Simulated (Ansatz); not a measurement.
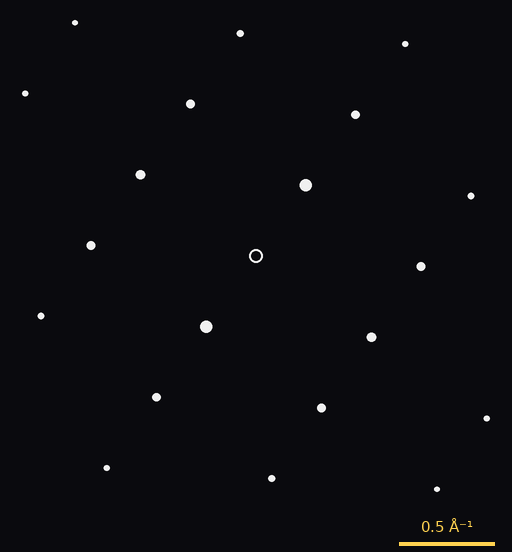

Computed electron diffraction pattern, 200 kV, single scattering only, B = 0.3 Å².

### What net do the spots form, and what spacings does it show?

The spots form a rectangular net whose two shortest vectors correspond to d = 2.19 Å and 1.34 Å, 90.0° apart.

### What is the point symmetry of the pattern, intensities included?

2mm.

### Which crystal and zone produced it?

This cannot be fixed from one zone alone; the pattern is [211] of Rh, space group Fm-3m (No. 225), a = 3.80 Å. The net vectors are -1 1 1 and 0 -2 2. Structure: the input geometry of an electronic-structure calculation (not necessarily at equilibrium).
